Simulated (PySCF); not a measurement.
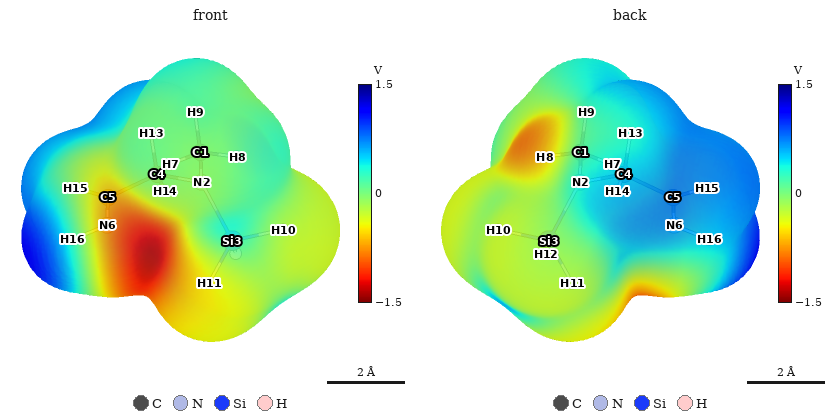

Figure. C$_{3}$H$_{10}$N$_{2}$Si. The electrostatic potential painted on the density surface at 0.001 e/bohr³, seen from the front and from behind; red is negative and blue positive.

Geometry: GFN2-xTB.

Computed with PySCF 2.14.0, B3LYP/def2-SVPD, SCF density, gas phase.

```xyz
16

C    -0.8634   -1.2778    0.6718
N    -0.7551   -0.1189   -0.1821
Si   -1.2139    1.4312    0.4159
C     0.3041   -0.2287   -1.1444
C     1.6987   -0.1055   -0.6043
N     1.9126    0.1805    0.5958
H     0.0078   -1.3907    1.3237
H    -1.7512   -1.1827    1.2924
H    -0.9593   -2.1795    0.0590
H    -2.5491    1.2174    0.9798
H    -0.3531    2.0654    1.4197
H    -1.2651    2.2729   -0.7834
H     0.2306   -1.1949   -1.6654
H     0.1809    0.5558   -1.8991
H     2.4783   -0.2863   -1.3618
H     2.8895    0.2508    0.8710
```

Describe the electrostatic potential map.

The most negative region (about −1.3 V) lies over N6, the most positive (about +1.1 V) over H16. N6 is the likeliest acceptor of a hydrogen bond.
